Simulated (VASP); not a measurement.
# OsPd: structure and properties in VASP, part 2 of 5

Aim: relax OsPd, then compute properties on the relaxed cell. The cell is invented: it takes the structure of COD entry 4334349, Pt (space group 225 there), with all of its atoms replaced by other elements, volume scaled by an estimate. It may not be a known or stable phase. Left out of this account: 1 further run (relaxation: it shows nothing beyond the runs told).

VASP 6.6.1, plane waves and PAW; the level of theory is named at each step.

Still holding for the runs below: The k-mesh is coarse for a metal.

So far. Step 2 (Rough relaxation of the start cell): It ends with forces that vanish by symmetry and a pressure of 0.33 GPa.

## 3. Relaxing cell and atoms (r2SCAN)

Level of this step: r2SCAN; plane waves and PAW (Os, Pd); invented cell (VASP).

Properties are meant for the cell that this level of theory prefers, so cell and atoms are relaxed first (ISIF = 3) until forces and stress are small; EDIFFG sets the threshold.

File INCAR:

```
SYSTEM = OsPd
PREC = Accurate
ENCUT = 400
EDIFF = 1E-06
NELM = 100
ISMEAR = 1
SIGMA = 0.2
LREAL = .FALSE.
ALGO = Normal
METAGGA = R2SCAN
LASPH = .TRUE.
NBANDS = 15
LORBIT = 11
LWAVE = .FALSE.
LCHARG = .FALSE.
IBRION = 2
NSW = 60
ISIF = 3
EDIFFG = -0.01
```

File POSCAR:

```
OsPd
1.0
    2.7049915813      0.0000000000      0.0000000000
    0.0000000000      2.7049915813      0.0000000000
    0.0000000000      0.0000000000      3.9395528686
Os Pd
1 1
Direct
    0.0000000000      0.0000000000      0.0000000000
    0.5000000000      0.5000000000      0.5000000000
```

File KPOINTS:

```
Automatic mesh
0
Gamma
8 8 6
0 0 0
```

The projector-augmented-wave data sets are Os and Pd (PBE family, release 64).

The run is started by

```
$ mpirun -np 1 vasp_std
```

The log of the run:

```text
[banner, memory and clock lines left out]
running    1 mpi-ranks, on    1 nodes
 distrk:  each k-point on    1 cores,    1 groups
 distr:  one band on    1 cores,    1 groups

 POSCAR found type information on POSCAR OsPd
 POSCAR found :  2 types and       2 ions
 [... a notice as in an earlier step ...]

 LDA part: xc-table for (None), standard interpolation
 POSCAR, INCAR and KPOINTS ok, starting setup
 FFT: planning ... GRIDC
 FFT: planning ... GRID_SOFT
 FFT: planning ... GRID
 WAVECAR not read
 entering main loop
       N       E                     dE             d eps       ncg     rms          rms(c)
DAV:   1     0.220243360789E+02    0.22024E+02   -0.79914E+03  1928   0.962E+02
DAV:   2    -0.773643639330E+02   -0.99389E+02   -0.91903E+02  1884   0.279E+02
DAV:   3    -0.797364293574E+02   -0.23721E+01   -0.23231E+01  2402   0.413E+01
DAV:   4    -0.797548626736E+02   -0.18433E-01   -0.18431E-01  2122   0.380E+00
DAV:   5    -0.797552286270E+02   -0.36595E-03   -0.36595E-03  2479   0.497E-01    0.175E+01
DAV:   6    -0.751837108762E+02    0.45715E+01   -0.30490E+00  2171   0.187E+01    0.731E+00
DAV:   7    -0.753123373900E+02   -0.12863E+00   -0.57203E-01  2347   0.119E+01    0.394E+00
DAV:   8    -0.751222668352E+02    0.19007E+00   -0.37705E-01  2086   0.975E+00    0.251E+00
DAV:   9    -0.751266602675E+02   -0.43934E-02   -0.21802E-02  2307   0.190E+00    0.281E-01
DAV:  10    -0.751261838601E+02    0.47641E-03   -0.23158E-03  2169   0.660E-01    0.101E-01
DAV:  11    -0.751262225599E+02   -0.38700E-04   -0.44174E-04  2248   0.219E-01    0.352E-02
DAV:  12    -0.751262170977E+02    0.54622E-05   -0.31931E-05  2529   0.697E-02    0.246E-02
DAV:  13    -0.751262195009E+02   -0.24032E-05   -0.12192E-05  2130   0.436E-02    0.358E-03
DAV:  14    -0.751262203675E+02   -0.86661E-06   -0.55635E-07  1334   0.745E-03
   1 F= -.75126220E+02 E0= -.75124504E+02  d E =-.751262E+02
 curvature:   0.00 expect dE= 0.000E+00 dE for cont linesearch  0.000E+00
 trial: gam= 0.00000 g(F)=  0.000E+00 g(S)=  0.174E-01 ort = 0.000E+00 (trialstep = 0.100E+01)
 search vector abs. value=  0.174E-01
 bond charge predicted
       N       E                     dE             d eps       ncg     rms          rms(c)
DAV:   1    -0.751864263676E+02   -0.60207E-01   -0.25177E+00  1947   0.140E+01    0.194E+00
DAV:   2    -0.751745517374E+02    0.11875E-01   -0.23782E-01  2073   0.737E+00    0.186E+00
DAV:   3    -0.751310319729E+02    0.43520E-01   -0.75480E-02  2169   0.480E+00    0.461E-01
DAV:   4    -0.751301435396E+02    0.88843E-03   -0.67772E-03  1973   0.860E-01    0.196E-01
DAV:   5    -0.751302054574E+02   -0.61918E-04   -0.83651E-04  2542   0.246E-01    0.894E-02
DAV:   6    -0.751302434366E+02   -0.37979E-04   -0.73216E-05  2373   0.750E-02    0.380E-02
DAV:   7    -0.751302468071E+02   -0.33705E-05   -0.96005E-06  2355   0.375E-02    0.811E-03
DAV:   8    -0.751302459670E+02    0.84010E-06   -0.14970E-06  1407   0.164E-02
   2 F= -.75130246E+02 E0= -.75128406E+02  d E =-.402560E-02
[...]
3 F= -.75132029E+02 E0= -.75130168E+02  d E =-.580837E-02
[...]
4 F= -.75134575E+02 E0= -.75132945E+02  d E =-.254663E-02
[...]
5 F= -.75135167E+02 E0= -.75133430E+02  d E =-.313778E-02
 curvature:  -0.42 expect dE=-0.114E-04 dE for cont linesearch -0.621E-07
 ZBRENT: interpolating
 opt :   0.4789  next Energy=   -75.135167 (dE=-0.314E-02)
 bond charge predicted
       N       E                     dE             d eps       ncg     rms          rms(c)
DAV:   1    -0.751351720994E+02   -0.56834E-05   -0.29322E-04  1919   0.142E-01    0.189E-02
DAV:   2    -0.751351705065E+02    0.15929E-05   -0.20477E-05  2095   0.711E-02    0.189E-02
DAV:   3    -0.751351658767E+02    0.46299E-05   -0.78823E-06  2111   0.500E-02    0.504E-03
DAV:   4    -0.751351654284E+02    0.44824E-06   -0.90683E-07   991   0.116E-02
   6 F= -.75135165E+02 E0= -.75133433E+02  d E =-.313669E-02
 curvature:  -0.42 expect dE=-0.706E-05 dE for cont linesearch -0.136E-06
 trial: gam=-0.01812 g(F)=  0.313E-64 g(S)=  0.166E-04 ort =-0.875E-04 (trialstep = 0.637E+00)
 search vector abs. value=  0.277E-04
 reached required accuracy - stopping structural energy minimisation
```

Elapsed: 1.9 min, on 1 MPI rank of Intel Xeon 6975P-C (Granite Rapids), shared host; peak memory 0.15 GiB.

OUTCAR, selected parts (step 3):

```text
  LATTYP: Found a simple tetragonal cell.
 ALAT       =     2.7049915813
 C/A-ratio  =     1.4564011570

The static configuration has the point symmetry D_4h.

 Found     60 irreducible k-points:

   k-points           NKPTS =     60   k-points in BZ     NKDIM =     60   number of bands    NBANDS=     15

   dimension x,y,z NGX =    18 NGY =   18 NGZ =   28
   dimension x,y,z NGXF=    36 NGYF=   36 NGZF=   56

   ENCUT  =  400.0 eV  29.40 Ry    5.42 a.u.   4.41  4.41  6.42*2*pi/ulx,y,z

   NELECT =      18.0000    total number of electrons

 E-fermi :   9.7904

 k-point     1 :       0.0000    0.0000    0.0000
  band No.  band energies     occupation
    ...
      4       5.8498      2.00000
      5       6.3466      2.00000
      6       6.3466      2.00000
      7       8.0150      2.00000
      8       8.2094      2.00000
      9      11.2441     -0.00000
     10      11.2441     -0.00000
     11      11.4858     -0.00000
     12      11.5014     -0.00000
     13      20.6302      0.00000
    ...

 k-point     2 :       0.1250    0.0000    0.0000
  band No.  band energies     occupation
    ...
      5       6.0988      2.00000
      6       6.4802      2.00000
      7       7.9932      2.00000
      8       8.1101      2.00000
      9       9.0035      2.00000
     10      10.9442     -0.00000
     11      11.1180     -0.00000
     12      14.0931      0.00000
     13      20.0822      0.00000
     14      22.2123      0.00000
    ...

  Total        0.0184744      0.0184744      0.0026328      0.0000000      0.0000000      0.0000000
  in kB        1.0302984      1.0302984      0.1468281      0.0000000      0.0000000      0.0000000
  external PRESSURE =       0.7358083 kB  Pullay stress =       0.0000000 kB

  energy-cutoff  :      400.00
  volume of cell :       28.73
      direct lattice vectors                 reciprocal lattice vectors
     2.677196555  0.000000000  0.000000000     0.373525059 -0.000000000 -0.000000000
    -0.000000000  2.677196555 -0.000000000     0.000000000  0.373525059  0.000000000
     0.000000000  0.000000000  4.008272257    -0.000000000  0.000000000  0.249484051

 POSITION                                       TOTAL-FORCE (eV/Angst)
 -----------------------------------------------------------------------------------
      0.00000      0.00000      4.00827         0.000000      0.000000      0.000000
      1.33860      1.33860      2.00414        -0.000000      0.000000      0.000000
 -----------------------------------------------------------------------------------
    total drift:                                0.000000     -0.000000     -0.000000

  FREE ENERGIE OF THE ION-ELECTRON SYSTEM (eV)
  ---------------------------------------------------
  free  energy   TOTEN  =       -75.1351654284 eV

  energy  without entropy=      -75.1299681299  energy(sigma->0) =      -75.13343300

 total charge
# of ion       s       p       d       tot
------------------------------------------
    1        0.629   0.584   5.985   7.197
    2        0.563   0.677   8.482   9.722
--------------------------------------------------
tot          1.192   1.261  14.467  16.920

[... 2 parts as in an earlier step ...]

[... 7 further parts left out ...]
```

CONTCAR:

```
OsPd
   1.00000000000000
     2.6771965553455925    0.0000000000000000    0.0000000000000000
    -0.0000000000000000    2.6771965553455925   -0.0000000000000000
     0.0000000000000000    0.0000000000000000    4.0082722566325772
  Os              Pd
     1     1
Direct
     0.0000000000000000    0.0000000000000000    1.0000000000000000
     0.5000000000000000    0.5000000000000000    0.5000000000000000
```

Relaxation path:

| step | energy less that of the first step (eV) | largest force (eV/Å) | pressure (GPa) | volume (Å³) |
| --- | --- | --- | --- | --- |
| 1 | 0.0000 | 0.0000 | -1.24 | 28.83 |
| 2 | -0.0040 | 0.0000 | 4.14 | 28.36 |
| 3 | -0.0058 | 0.0000 | 2.16 | 28.52 |
| 4 | -0.0084 | 0.0000 | -0.74 | 28.81 |
| 5 | -0.0089 | 0.0000 | 0.10 | 28.72 |
| 6 | -0.0089 | 0.0000 | 0.07 | 28.73 |

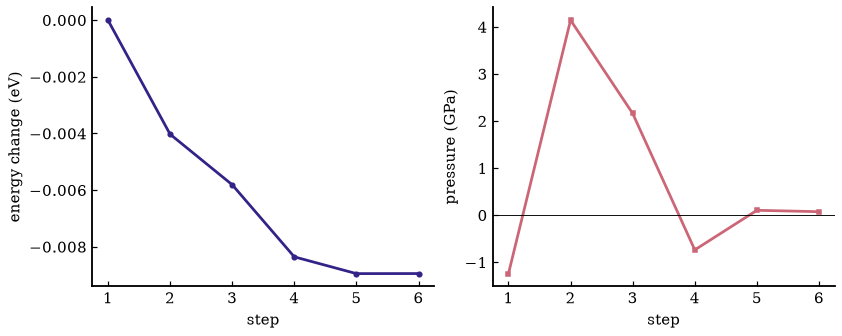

Energy and pressure along the relaxation.

| conventional cell, symmetrised | before | after | change |
| --- | --- | --- | --- |
| a (Å) | 2.705 | 2.677 | -1.0 % |
| b (Å) | 2.705 | 2.677 | -1.0 % |
| c (Å) | 3.940 | 4.008 | +1.7 % |
| volume (Å³/atom) | 14.41 | 14.36 | -0.3 % |

Final coordinates:

```xyz
2
Lattice="2.6772 0.0000 0.0000 0.0000 2.6772 0.0000 0.0000 0.0000 4.0083" Properties=species:S:1:pos:R:3 pbc="T T T"
Os    0.0000    0.0000    0.0000
Pd    1.3386    1.3386    2.0041
```

Numbers from this step:

```
irreducible k-points            : 60
free energy (TOTEN)             : -75.1352 eV
energy at zero smearing         : -75.1334 eV
Fermi energy                    : 9.790 eV
pressure                        : 0.07358 GPa
SCF cycles over all ionic steps : 49
```

It ends with forces that vanish by symmetry and a pressure of 0.07 GPa.

## 4. Density, ELF and potential (r2SCAN)

The relaxed cell gets a fresh self-consistent run, on a basis set for its own volume, to fix the density and to check the remaining stress.

Changes to INCAR since step 3:

```diff
@@ -14,6 +14,5 @@
 LWAVE = .FALSE.
-LCHARG = .FALSE.
-IBRION = 2
-NSW = 60
-ISIF = 3
-EDIFFG = -0.01
+LCHARG = .TRUE.
+ISIF = 2
+LELF = .TRUE.
+LVHAR = .TRUE.
```

File POSCAR:

```
OsPd
1.0
    2.6771965553      0.0000000000      0.0000000000
    0.0000000000      2.6771965553      0.0000000000
    0.0000000000      0.0000000000      4.0082722566
Os Pd
1 1
Direct
    0.0000000000      0.0000000000      0.0000000000
    0.5000000000      0.5000000000      0.5000000000
```

KPOINTS is that of step 3.

The run is started by

```
$ mpirun -np 1 vasp_std
```

The log of the run:

```text
[... set-up lines as in an earlier step ...]
 entering main loop
       N       E                     dE             d eps       ncg     rms          rms(c)
DAV:   1     0.214312100176E+02    0.21431E+02   -0.81425E+03  1983   0.969E+02
DAV:   2    -0.773155611862E+02   -0.98747E+02   -0.90878E+02  1898   0.278E+02
DAV:   3    -0.797206794900E+02   -0.24051E+01   -0.23702E+01  2360   0.414E+01
DAV:   4    -0.797409158250E+02   -0.20236E-01   -0.20229E-01  2200   0.391E+00
DAV:   5    -0.797413295391E+02   -0.41371E-03   -0.41371E-03  2423   0.517E-01    0.177E+01
DAV:   6    -0.751819132929E+02    0.45594E+01   -0.29793E+00  2213   0.181E+01    0.730E+00
DAV:   7    -0.752940058923E+02   -0.11209E+00   -0.43553E-01  2412   0.104E+01    0.380E+00
DAV:   8    -0.751329828431E+02    0.16102E+00   -0.31305E-01  2072   0.899E+00    0.261E+00
DAV:   9    -0.751353666221E+02   -0.23838E-02   -0.20171E-02  2286   0.185E+00    0.255E-01
DAV:  10    -0.751350997458E+02    0.26688E-03   -0.20438E-03  2159   0.580E-01    0.103E-01
DAV:  11    -0.751351235767E+02   -0.23831E-04   -0.39233E-04  2283   0.208E-01    0.345E-02
DAV:  12    -0.751351260090E+02   -0.24323E-05   -0.35327E-05  2577   0.754E-02    0.264E-02
DAV:  13    -0.751351269802E+02   -0.97117E-06   -0.11643E-05  2130   0.460E-02    0.348E-03
DAV:  14    -0.751351276310E+02   -0.65081E-06   -0.54016E-07  1432   0.706E-03
   1 F= -.75135128E+02 E0= -.75133395E+02  d E =-.519764E-02
```

It took 30 s on 1 MPI rank; peak memory 0.14 GiB.

From OUTCAR (step 4):

```text
  LATTYP: Found a simple tetragonal cell.
 ALAT       =     2.6771965553
 C/A-ratio  =     1.4971901292

The static configuration has the point symmetry D_4h.

 Found     60 irreducible k-points:

   ENCUT  =  400.0 eV  29.40 Ry    5.42 a.u.   4.37  4.37  6.54*2*pi/ulx,y,z

   NELECT =      18.0000    total number of electrons

 E-fermi :   9.7903

 k-point     1 :       0.0000    0.0000    0.0000
  band No.  band energies     occupation
    ...
      4       5.8497      2.00000
      5       6.3464      2.00000
      6       6.3464      2.00000
      7       8.0148      2.00000
      8       8.2093      2.00000
      9      11.2439     -0.00000
     10      11.2439     -0.00000
     11      11.4857     -0.00000
     12      11.5014     -0.00000
     13      20.6299      0.00000
    ...

 k-point     2 :       0.1250    0.0000    0.0000
  band No.  band energies     occupation
    ...
      5       6.0987      2.00000
      6       6.4799      2.00000
      7       7.9932      2.00000
      8       8.1099      2.00000
      9       9.0033      2.00000
     10      10.9443     -0.00000
     11      11.1177     -0.00000
     12      14.0930      0.00000
     13      20.0820      0.00000
     14      22.2121      0.00000
    ...

  Total        0.0189117      0.0189117      0.0153214      0.0000000      0.0000000     -0.0000000
  in kB        1.0546846      1.0546846      0.8544570      0.0000000      0.0000000     -0.0000000
  external PRESSURE =       0.9879421 kB  Pullay stress =       0.0000000 kB

  energy-cutoff  :      400.00
  volume of cell :       28.73
      direct lattice vectors                 reciprocal lattice vectors
     2.677196555  0.000000000  0.000000000     0.373525059  0.000000000  0.000000000
     0.000000000  2.677196555  0.000000000     0.000000000  0.373525059  0.000000000
     0.000000000  0.000000000  4.008272257     0.000000000  0.000000000  0.249484051

 POSITION                                       TOTAL-FORCE (eV/Angst)
 -----------------------------------------------------------------------------------
      0.00000      0.00000      0.00000         0.000000      0.000000      0.000000
      1.33860      1.33860      2.00414         0.000000      0.000000      0.000000
 -----------------------------------------------------------------------------------
    total drift:                                0.000000     -0.000000     -0.000000

  FREE ENERGIE OF THE ION-ELECTRON SYSTEM (eV)
  ---------------------------------------------------
  free  energy   TOTEN  =       -75.1351276310 eV

  energy  without entropy=      -75.1299299945  energy(sigma->0) =      -75.13339509

 total charge
# of ion       s       p       d       tot
------------------------------------------
    1        0.629   0.584   5.985   7.197
    2        0.563   0.677   8.482   9.723
--------------------------------------------------
tot          1.192   1.261  14.467  16.920

[... 5 parts as in an earlier step ...]

[... 5 further parts left out ...]
```

Numbers from this step:

* SCF cycles: 14
* free energy (TOTEN): -75.1351 eV
* pressure: 0.09879 GPa

Valence electrons inside each PAW sphere by angular momentum. Sphere charges, by row:

| atom | s (e) | p (e) | d (e) | tot (e) |
| --- | --- | --- | --- | --- |
| Os1 | 0.629 | 0.584 | 5.985 | 7.197 |
| Pd2 | 0.563 | 0.677 | 8.482 | 9.723 |

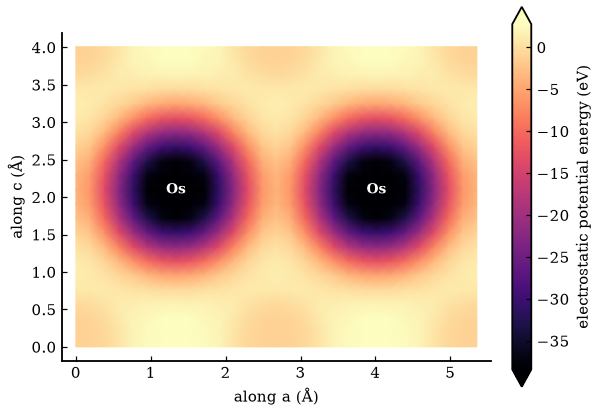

Electrostatic potential energy in the ac plane at fractional y = 0.000, with atoms of Os within 0.2 Å of it. With pseudopotentials it is smooth inside the atoms' cores, unlike the true potential. The map starts off the cell's origin, so that atoms lie inside it.

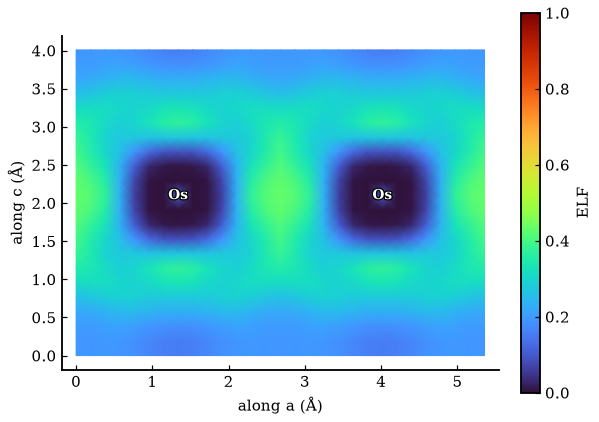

ELF in the ac plane at fractional y = 0.000, with atoms of Os within 0.2 Å of it. It is the smooth field of the valence electrons, not physical close to the nuclei. The map starts off the cell's origin, so that atoms lie inside it.

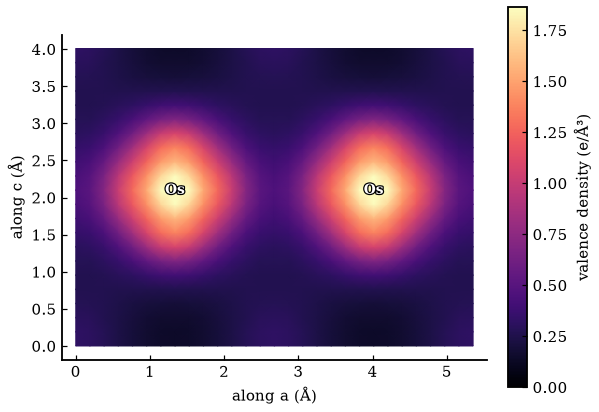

Valence density in the ac plane at fractional y = 0.000, with atoms of Os within 0.2 Å of it. It is the smooth field of the valence electrons, not physical close to the nuclei. The map starts off the cell's origin, so that atoms lie inside it.

In this run the pressure is 0.10 GPa, small enough to go on.

(Continued in part 3 of 5.)

[Lines on the potential files, build, host, timing and source positions are cut from VASP's logs without a mark.]

[Logs are printed without paths, hosts, clocks, repeated set-up lines and the standing remarks that a program may print on its own settings, such as how far it seeks lower states.]

[Hosts, paths, dates, database ids (printed as entryN), source tags and the programs' standing remarks are cut or masked in the printed files.]

[A measured line is paired with the nearest computed mode of its activity, which favours agreement.]
